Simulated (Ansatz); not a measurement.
# AlNi (Pm-3m) under uniaxial strain along [001]

Wanted: the shifts of the zone-centre modes of AlNi (Pm-3m) with strain.

Calculated with Ansatz 0.2.0; DFT LDA, scalar-relativistic, plane waves, PAW; PAW set soft_1.

The database entry behind the starting cell differs from later determinations by our own check (about 0.2 % short), so it need not match the best structure at ambient conditions.

### 1. Starting point

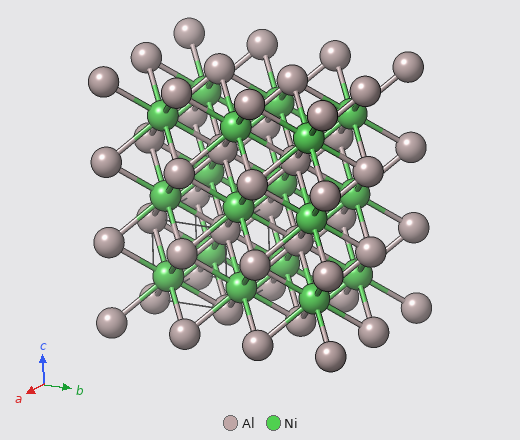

Start, viewed slightly off an axis; aluminium light grey, nickel green. 2×3×3 cells are drawn. Some periodic images of atoms are drawn too.

### 2. A rough relaxation first

The start is far from rest, so a relaxation with loose tolerances brings it close first.

File input.yaml:

```yaml
crystal:
  lattice:
    - [2.881, 0.0, 0.0]
    - [0.0, 2.881, 0.0]
    - [0.0, 0.0, 2.881]
  atoms:
    - { symbol: Al, position: [0.0, 0.0, 0.0] }
    - { symbol: Ni, position: [0.5, 0.5, 0.5] }
kpoints:
  mp_grid: { grid: [8, 8, 8] }
hamiltonian:
  xc: lda
  pseudopotentials: { kind: paw, azcp: { folder: soft_1 }, xc_functional: pbe }
scf:
  occupations: { method: gaussian, width: 0.1 }
output:
  forces: true
  stress: true
  eigenvalues: true
relax:
  adjacent_minimum: "off"
  f_tol: 0.05
  max_steps: 80
  cell: { stress_tol: 0.5 }
```

Started as:

```sh
$ ansatz run input.yaml --threads 4 --pin off --max-ram 10240MiB --backend cpu --events-out ev --progress --plain --runs-dir out
```

Numbers of over 12 decimals in the logs are rounded to 6 here.

Log:

```text
The last accepted step is kept in <dir> (removed where the run ends without a failure and the disk answers)
Engine: ansatz 0.2.0, x86_64-unknown-linux-gnu
Pseudopotentials: kind: paw
Pseudopotential: Al, paw, valence charge 3, recommended cutoff 420 eV (normal), soft_1/Al.paw.azcp
Pseudopotential: Ni, paw, valence charge 18, recommended cutoff 420 eV (normal), soft_1/Ni.paw.azcp
Functional definition: SPW92
[...]
--- Relaxed structure (3 steps of the walk, 3 accepted, 1 SCFs on fresh bases) ---
  F+E_penalty+E_count = -6287.66991959 eV   max|allowed force component| = 2.169e-30 eV/Å   (the final SCF, on the basis selected at the relaxed cell)
  cell:  # Å, volume = 22.7002 Å³
    - [2.831458, 0.0, 0]
    - [0, 2.831458, 0.0]
    - [0, 0.0, 2.831458]
  atoms:
    - { symbol: Al, position: [0, 0, 0] }
    - { symbol: Ni, position: [0.5, 0.5, 0.5] }
[key lines of the parts left out:]
SCF converged after 8 iterations
Free energy (F): -6287.669920 eV
Fermi energy:    14.366735 eV
P = ⅓ Tr σ = 0.2934 GPa (2.934 kbar)
```

The job ended after 2.1 s (4 threads of Intel Xeon Platinum 8375C at 2.90GHz (Ice Lake), shared host; peak memory 0.35 GiB).

This run has no spin polarisation, although Ni can carry a moment.

Step by step:

| step | energy less that of the first step (eV) | largest force component (eV/Å) | pressure (GPa) | volume (Å³) |
| --- | --- | --- | --- | --- |
| 1 | 0.0000 | 0.0000 | -8.41 | 23.91 |
| 2 | -0.0276 | 0.0000 | -3.44 | 23.18 |
| 3 | -0.0325 | 0.0000 | 0.32 | 22.70 |
| 4* | -0.0323 | 0.0000 | 0.29 | 22.70 |

Relaxation steps marked * repeat the geometry before them on a plane-wave basis chosen anew for their cell, so energy and pressure can jump there.

Forces are held to the 48 operations that the run works with; a distortion that breaks them can't arise in this run.

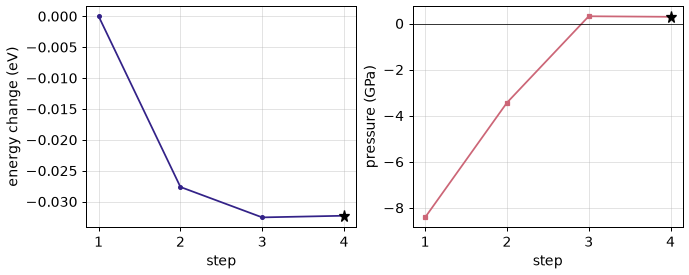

Energy and pressure along the relaxation. Stars mark steps on a basis chosen anew.

| conventional cell, symmetrised | before | after | change |
| --- | --- | --- | --- |
| a (Å) | 2.881 | 2.831 | -1.7 % |
| b (Å) | 2.881 | 2.831 | -1.7 % |
| c (Å) | 2.881 | 2.831 | -1.7 % |
| volume (Å³/atom) | 11.96 | 11.35 | -5.1 % |

Final coordinates:

```
Al Ni
1.0
     2.83146    0.00000    0.00000
     0.00000    2.83146    0.00000
     0.00000    0.00000    2.83146
Al Ni
1 1
Direct
  0.00000 0.00000 0.00000
  0.50000 0.50000 0.50000
```

This step gave:

```yaml
pressure: 0.2934 GPa
volume_per_atom: 11.35 Å³
gap_on_the_k_mesh: 0 eV
```

In this step the volume went from 11.96 to 11.35 Å³/atom.

### 3. Relaxation

Harmonic phonons are second derivatives at a point where the forces vanish, and they are wanted at zero stress, so atoms and cell are relaxed first.

input.yaml, the sections that differ from step 2:

```yaml
crystal:
  lattice:
    - [2.8314582942, 0.0, 0.0]
    - [0.0, 2.8314582942, 0.0]
    - [0.0, 0.0, 2.8314582942]
  atoms:
    - { symbol: Al, position: [0.0, 0.0, 0.0] }
    - { symbol: Ni, position: [0.5, 0.5, 0.5] }
kpoints:
  mp_grid: { grid: [14, 14, 14] }
output:
  forces: true
  stress: true
  eigenvalues: true
  write_density: true
  write_potential: true
  elf: true
  volumetric_format: npy
relax:
  adjacent_minimum: "off"
  f_tol: 0.005
  max_steps: 80
  cell: { stress_tol: 0.05 }
# hamiltonian, scf: as in step 2
```

Log:

```text
[...]
Crystal: 2 atoms, lattice volume = 22.700 Å³
Basis set: ecut = 420 eV, 461 PW (Γ)
Bands: 15, of which v1, the nominal top of the filled ones, is band 11 counted from 1 (10 counted from 0)
Symmetry: 48 space group operations
[...]
k-points: 120 of 2744
[...]
SCF iter   1: F=—  HF=-6288.056472 eV  |F-HF|=—  |Δ(HF+E_count)|=         —  Δρ=7.26e-2  dr2=1.29e0  ethr=3.10e-3  ⟨swp⟩=4.1  Hψ=8016  notcnv=0
[...]
SCF iter   8: F=-6287.674480 eV  HF=-6287.674480 eV  |F-HF|=2.94e-9  |Δ(HF+E_count)|=   9.24e-8  Δρ=4.38e-6  dr2=2.53e-9  ethr=4.76e-10  ⟨swp⟩=9.4  Hψ=11890  notcnv=0
SCF 1 converged in 8 iterations: F = -6287.674480 eV  dr2 = 2.53e-9
[...]
relax step   1: F+E_penalty+E_count = -6287.67448041 eV  Δ(F+E_penalty+E_count) = +0.000e0 eV  max|allowed force component| = 6.409e-30 eV/Å  Δτ_max = 0.0000 Å  P = +0.159 GPa  Ω = 22.700 Å³  (8 SCF iters, dr2 threshold 1.00e-7 eV, accepted)
Crystal: 2 atoms, lattice volume = 22.711 Å³
[...]
SCF iter   6: F=-6287.674485 eV  HF=-6287.674485 eV  |F-HF|=0.00e0  |Δ(HF+E_count)|=  1.82e-12  Δρ=1.52e-9  dr2=2.08e-16  ethr=1.00e-12  ⟨swp⟩=3.3  Hψ=6654  notcnv=0
SCF 2 converged in 6 iterations: F = -6287.674485 eV  dr2 = 2.08e-16
relax step   2: F+E_penalty+E_count = -6287.67448476 eV  Δ(F+E_penalty+E_count) = -4.353e-6 eV  max|allowed force component| = 2.169e-30 eV/Å  Δτ_max = 0.0000 Å  P = +0.070 GPa  Ω = 22.711 Å³  energy of the carried Pulay correction = -3.378e-6 eV  (6 SCF iters, accepted)
Crystal: 2 atoms, lattice volume = 22.720 Å³
[...]
SCF iter   6: F=-6287.674484 eV  HF=-6287.674484 eV  |F-HF|=9.09e-13  |Δ(HF+E_count)|=    0.00e0  Δρ=1.14e-9  dr2=1.08e-16  ethr=1.00e-12  ⟨swp⟩=3.1  Hψ=6606  notcnv=0
SCF 3 converged in 6 iterations: F = -6287.674484 eV  dr2 = 1.08e-16
relax step   3: F+E_penalty+E_count = -6287.67448397 eV  Δ(F+E_penalty+E_count) = +7.874e-7 eV  max|allowed force component| = 3.977e-30 eV/Å  Δτ_max = 0.0000 Å  P = +0.000 GPa  Ω = 22.720 Å³  energy of the carried Pulay correction = -6.023e-6 eV  (6 SCF iters, accepted)
[...]
SCF iter   8: F=-6287.674491 eV  HF=-6287.674491 eV  |F-HF|=9.09e-13  |Δ(HF+E_count)|=  9.09e-13  Δρ=4.81e-11  dr2=2.42e-19  ethr=1.00e-12  ⟨swp⟩=1.4  Hψ=4172  notcnv=0
SCF 4 converged in 8 iterations: F = -6287.674491 eV  dr2 = 2.42e-19
relax step   4: F+E_penalty+E_count = -6287.67449129 eV  Δ(F+E_penalty+E_count) = -7.318e-6 eV  max|allowed force component| = 4.133e-30 eV/Å  Δτ_max = 0.0000 Å  P = +0.001 GPa  Ω = 22.720 Å³  stress off target by 9.52e-4 GPa  SCF on the basis re-selected at this cell (its energy is not comparable with the rows above)  (8 SCF iters)
basis re-selected at this cell: Δ(F+E_penalty+E_count) = -7.318e-6 eV, ΔP = +0.001 GPa vs the last step (what re-selecting the basis moved, of the pressure what is left beyond the Pulay correction that the steps carried, after the strain that the cell walked since its last selection, with what the two solves' SCF thresholds leave and, on support functions, any second-order correction that the steps lacked; it is no m [...]
SCF converged after 8 iterations
Free energy (F): -6287.674491 eV
[...]
Internal energy: -6287.669568 eV  (E = F + TS)
E sigma→0 (E₀):  -6287.672030 eV
Entropy (-TS):   -0.004924 eV (-2.462 meV/atom)
Fermi energy:    14.396770 eV
[...]
--- Stress (GPa, compression-positive) ---
        0.000952      -0.000000      -0.000000
       -0.000000       0.000952      -0.000000
       -0.000000      -0.000000       0.000952
  P = ⅓ Tr σ = 0.0010 GPa (0.010 kbar)
--- Band table (eV; the first three rows and the last of 120) ---
  k-point 0: bands = [... 7 lower, 12.7606, 12.7606, 12.7606, 20.0908, 20.0908, 20.0908, 22.7674, 22.7674]
  k-point 1: bands = [... 7 lower, 12.7165, 12.7165, 12.7654, 19.0984, 20.2191, 20.2191, 22.7684, 23.6672]
  k-point 2: bands = [... 7 lower, 12.5975, 12.5975, 12.7790, 17.4700, 20.5911, 20.5911, 22.7711, 24.9776]
  k-point 119: bands = [... 7 lower, 13.3652, 13.3652, 16.3681, 16.3681, 16.3681, 18.4721, 19.1532, 19.1532]
--- Relaxed structure (3 steps of the walk, 3 accepted, 1 SCFs on fresh bases) ---
[...]
cell:  # Å, volume = 22.7195 Å³
    - [2.832260, 0, 0]
    - [0, 2.832260, 0]
    - [0, 0, 2.832260]
  atoms:
    - { symbol: Al, position: [0, 0, 0] }
    - { symbol: Ni, position: [0.5, 0.5, 0.5] }
```

Run time: 4.6 s. Hardware: 4 threads; peak memory 0.41 GiB; 15 s of CPU time.

Little changed from the start: no atom moved by 0.005 Å and no cell edge by 0.1 %.

This step gave:

- pressure: 9.52e-4 GPa
- volume per atom: 11.36 Å³

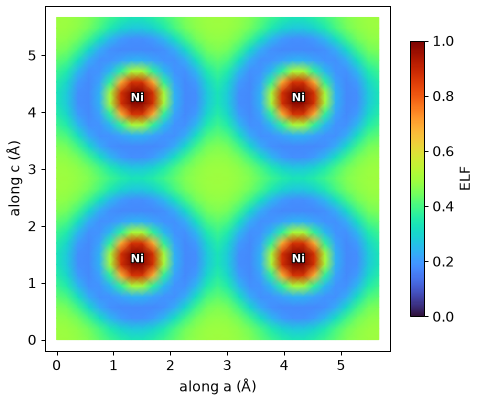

ELF in the ac plane at fractional y = 0.500, with atoms of Ni within 0.2 Å of it. It is the smooth field of the valence electrons, not physical close to the nuclei.

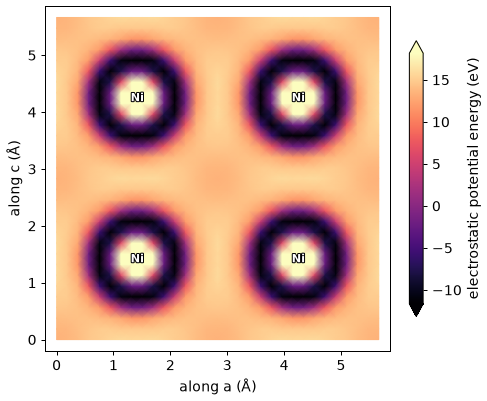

Electrostatic potential energy in the ac plane at fractional y = 0.500, with atoms of Ni within 0.2 Å of it. With pseudopotentials it is smooth inside the atoms' cores, unlike the true potential.

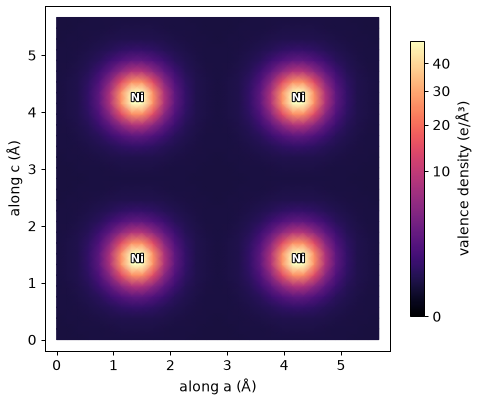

Valence density in the ac plane at fractional y = 0.500, with atoms of Ni within 0.2 Å of it. It is the smooth field of the valence electrons, not physical close to the nuclei. The colour scale is stretched toward low values.

In this step the volume went from 11.35 to 11.36 Å³/atom.

### 4. Tight relaxation

Phonons need small forces and stress, so the relaxation is finished with tight tolerances on 16×16×16 k points.

File input.yaml:

```yaml
crystal:
  lattice:
    - [2.832259995, 0.0, 0.0]
    - [0.0, 2.832259995, 0.0]
    - [0.0, 0.0, 2.832259995]
  atoms:
    - { symbol: Al, position: [0.0, 0.0, 0.0] }
    - { symbol: Ni, position: [0.5, 0.5, 0.5] }
kpoints:
  mp_grid: { grid: [16, 16, 16] }
hamiltonian:
  xc: lda
  pseudopotentials: { kind: paw, azcp: { folder: soft_1 }, xc_functional: pbe }
scf:
  occupations: { method: methfessel_paxton, width: 0.2 }
output:
  forces: true
  stress: true
  eigenvalues: true
relax:
  adjacent_minimum: "off"
  f_tol: 0.001
  max_steps: 60
  cell: { stress_tol: 0.01 }
```

Log:

```text
[...]
Crystal: 2 atoms, lattice volume = 22.720 Å³
Basis set: ecut = 420 eV, 461 PW (Γ)
Bands: 15, of which v1, the nominal top of the filled ones, is band 11 counted from 1 (10 counted from 0)
Symmetry: 48 space group operations
[...]
k-points: 165 of 4096
[...]
k-point 164: bands = [... 7 lower, 13.3755, 13.3755, 16.3746, 16.3746, 16.3746, 18.4806, 19.1625, 19.1625]
--- Relaxed structure (3 steps of the walk, 3 accepted, 1 SCFs on fresh bases) ---
[...]
cell:  # Å, volume = 22.7113 Å³
    - [2.831917, 0, 0]
    - [0, 2.831917, 0]
    - [0, 0, 2.831917]
  atoms:
    - { symbol: Al, position: [0, 0, 0] }
    - { symbol: Ni, position: [0.5, 0.5, 0.5] }
[key lines of the parts left out:]
SCF converged after 3 iterations
Free energy (F): -6287.674530 eV
Fermi energy:    14.428828 eV
P = ⅓ Tr σ = 0.0011 GPa (0.011 kbar)
```

Elapsed: 5 s, on 4 threads; peak memory 0.43 GiB; 16 s of CPU time.

Little changed from the start: no atom moved by 0.005 Å and no cell edge by 0.1 %.

This step gave:

* pressure: 0.001145 GPa

The forces vanish by symmetry and the pressure is 0.001 GPa, within the tolerances set. The cell now holds 11.36 Å³/atom.

### 5. Modes at rest

Phonons follow from the second derivative of the energy, found here by linear response.

The modes at rest are the reference of the series.

input.yaml, the sections that differ from step 4:

```yaml
crystal:
  lattice:
    - [2.8319166168, 0.0, 0.0]
    - [0.0, 2.8319166168, 0.0]
    - [0.0, 0.0, 2.8319166168]
  atoms:
    - { symbol: Al, position: [0.0, 0.0, 0.0] }
    - { symbol: Ni, position: [0.5, 0.5, 0.5] }
output:
  eigenvalues: true
phonons:
  method: dfpt
# kpoints, hamiltonian, scf: as in step 4
# relax: removed
```

Log:

```text
[...]
Crystal: 2 atoms, lattice volume = 22.711 Å³
Basis set: ecut = 420 eV, 461 PW (Γ), exchange–correlation on 40×40×40 points (8 copies of the dense FFT grid, shifted against one another)
Bands: 15, of which v1, the nominal top of the filled ones, is band 11 counted from 1 (10 counted from 0)
Symmetry: 48 space group operations
k-points: 405 of 4096 (irreducible under 8 space group operations, time reversal used)
[...]
SCF iter   1: F=—  HF=-6288.058627 eV  |F-HF|=—  |Δ(HF+E_count)|=         —  Δρ=7.31e-2  dr2=1.30e0  ethr=3.10e-3  ⟨swp⟩=4.0  Hψ=27016  notcnv=0
[...]
SCF iter   9: F=-6287.674529 eV  HF=-6287.674529 eV  |F-HF|=6.37e-12  |Δ(HF+E_count)|=  3.35e-10  S|Δr|=    0.00e0  Δρ=1.91e-7  dr2=4.70e-12  ethr=1.00e-12  ⟨swp⟩=5.3  Hψ=31085  notcnv=0
SCF 1 converged in 9 iterations: F = -6287.674529 eV  dr2 = 4.70e-12
[...]
DFPT response loops at Γ: preconditioner auto → Kerker (q_TF=auto, 2.693 Å⁻¹) (partly filled bands, converged f_vac=0.000); β = 1.00, the filter's whole step (`scf.mixing.beta` (0.50) is not read by the response loops under this deck's `scf.mixing.preconditioner`; to damp them name `kerker` or `kerker_dos`, under which they read `scf.mixing.beta`, and type it under 1.00, their step now; both keys bind the ground state too); Broyden in place of MSR1
SCF converged after 9 iterations
[...]
Free energy (F): -6287.674529 eV
[...]
Internal energy: -6287.675536 eV  (E = F + TS)
E sigma→0 (E₀):  -6287.674781 eV
Entropy (-TS):   0.001007 eV (0.503 meV/atom)
Fermi energy:    14.428827 eV
[...]
--- Band table (eV; the first three rows and the last of 405) ---
  k-point 0: bands = [... 7 lower, 12.7700, 12.7700, 12.7700, 20.0987, 20.0987, 20.0987, 22.7756, 22.7756]
  k-point 1: bands = [... 7 lower, 12.7360, 12.7360, 12.7738, 19.2954, 20.1971, 20.1971, 22.7762, 23.5090]
  k-point 2: bands = [... 7 lower, 12.6419, 12.6419, 12.7844, 17.8878, 20.4847, 20.4847, 22.7782, 24.6781]
  k-point 404: bands = [... 7 lower, 13.3755, 13.3755, 16.3746, 16.3746, 16.3746, 18.4806, 19.1625, 19.1625]
--- Phonons (Γ-DFPT): 2 representative perturbations + reference, on 405 of 4096 k-points (Σ response iterations 7) ---
  k mesh reduced under 8 symmetry operations, with k and −k counted as one. Each operation leaves every solved perturbation unchanged. A smaller set is not used because it would not reduce the number of displacements times k-points to solve
  ASR residual: 1.143e-4 → 0.000e0 eV/Å²; symmetrization residual: 1.169e-6 eV/Å²
  ASR residual per site (eV/Å²): 4.67e-6 1.14e-4
  Γ frequencies (cm⁻¹): 0.00 0.00 0.00 307.26 307.26 307.26
  non-analytic LO–TO correction: not included (Born effective charges unavailable; polar crystals: no LO–TO splitting at Γ)
```

Wall time 13 s (4 threads); peak memory 0.74 GiB; 43 s of CPU time.

This step gave:

```yaml
sum_rule_residual_before_enforcement: 1.14e-4 eV/Å²
point_group: m-3m
highest_optical_mode_at_the_zone_centre_no_lo_to_term: 307.3 cm⁻¹
lowest_optical_zone_centre_mode: 307.3 cm⁻¹
```

Patterns of degenerate modes are one choice out of their space. Modes at Γ, with each element's share of the kinetic energy:

| mode | frequency (cm⁻¹) | symmetry | Al % | Ni % |
| --- | --- | --- | --- | --- |
| 1 | 0.0 | acoustic | 31 | 69 |
| 2 | 0.0 | acoustic | 31 | 69 |
| 3 | 0.0 | acoustic | 31 | 69 |
| 4 | 307.3 | T1u | 69 | 31 |
| 5 | 307.3 | T1u | 69 | 31 |
| 6 | 307.3 | T1u | 69 | 31 |

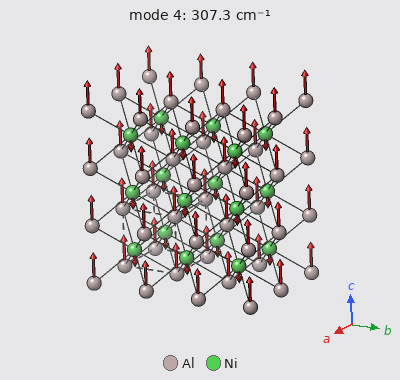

Displacement patterns of mode 4 at Γ; arrows are exaggerated. 2×3×3 cells are drawn. Some periodic images of atoms are drawn too.

Before it was imposed, the acoustic sum rule was missed by 1.1e-4 eV/Å². Small misses are needed for a sound result but don't prove that mesh and cutoff are converged. The lowest optical mode is real, 307 cm⁻¹.

### 6. Relaxation of a member: uniaxial strain of +4 % along [001]

The cell takes a uniaxial strain of +4 % along [001]. The strained length and the angles are held, while the rest of the cell and the atoms relax.

input.yaml, the sections that differ from step 5:

```yaml
crystal:
  lattice:
    - [2.7996530532, 0.0, 0.0]
    - [0.0, 2.7996530532, 0.0]
    - [0.0, 0.0, 2.9451932816]
  atoms:
    - { symbol: Al, position: [0.0, 0.0, 0.0] }
    - { symbol: Ni, position: [0.5, 0.5, 0.5] }
output:
  forces: true
  stress: true
  eigenvalues: true
relax:
  adjacent_minimum: "off"
  f_tol: 0.001
  max_steps: 60
  cell: { stress_tol: 0.01, fix: [c, angles] }
# kpoints, hamiltonian, scf: as in step 5
# phonons: removed
```

Log:

```text
[...]
Crystal: 2 atoms, lattice volume = 23.085 Å³
Basis set: ecut = 420 eV, 461 PW (Γ)
Bands: 15, of which v1, the nominal top of the filled ones, is band 11 counted from 1 (10 counted from 0)
Symmetry: 16 space group operations
[...]
k-points: 405 of 4096
[...]
k-point 404: bands = [... 7 lower, 13.1549, 13.3123, 16.1638, 16.2875, 16.2875, 18.2676, 18.7701, 18.7701]
--- Relaxed structure (4 steps of the walk, 4 accepted, 1 SCFs on fresh bases) ---
[...]
cell:  # Å, volume = 22.9054 Å³
    - [2.788768, 0, 0.0]
    - [0, 2.788768, 0.0]
    - [0.0, 0.0, 2.9451932816]
  atoms:
    - { symbol: Al, position: [0, 0, 0.0] }
    - { symbol: Ni, position: [0.5, 0.5, 0.5] }
[key lines of the parts left out:]
SCF converged after 4 iterations
Free energy (F): -6287.662067 eV
Fermi energy:    14.272570 eV
P = ⅓ Tr σ = -1.3506 GPa (-13.506 kbar)
```

Wall time 10 s (4 threads); peak memory 0.51 GiB.

The steps of the relaxation:

| step | energy less that of the first step (eV) | largest force component (eV/Å) | pressure (GPa) | volume (Å³) |
| --- | --- | --- | --- | --- |
| 1 | 0.0000 | 0.0000 | -2.75 | 23.08 |
| 2 | -0.0007 | 0.0000 | -1.98 | 22.99 |
| 3 | -0.0009 | 0.0000 | -1.34 | 22.90 |
| 4 | -0.0009 | 0.0000 | -1.35 | 22.91 |
| 5* | -0.0009 | 0.0000 | -1.35 | 22.91 |

Relaxation steps marked * repeat the geometry before them on a plane-wave basis chosen anew for their cell, so energy and pressure can jump there.

Forces are held to the 16 operations that the run works with; a distortion that breaks them can't arise in this run.

| conventional cell, symmetrised | before | after | change |
| --- | --- | --- | --- |
| a (Å) | 2.800 | 2.789 | -0.4 % |
| b (Å) | 2.800 | 2.789 | -0.4 % |
| c (Å) | 2.945 | 2.945 | +0.0 % |
| volume (Å³/atom) | 11.54 | 11.45 | -0.8 % |

The relaxed structure:

```xyz
2
Lattice="2.7888 0.0000 0.0000 0.0000 2.7888 0.0000 0.0000 0.0000 2.9452" Properties=species:S:1:pos:R:3 pbc="T T T"
Al    0.0000    0.0000    0.0000
Ni    1.3944    1.3944    1.4726
```

Numbers from this step:

| Item | Value |
| --- | --- |
| pressure | -1.351 GPa |
| volume per atom | 11.45 Å³ |

The forces vanish by symmetry.

(Continued in part 2 of 2.)

[Logs are printed without paths, hosts, clocks, repeated set-up lines and the standing remarks that a program may print on its own settings, such as how far it seeks lower states.]

[Hosts, paths, dates, database ids (printed as entryN), source tags and the programs' standing remarks are cut or masked in the printed files.]
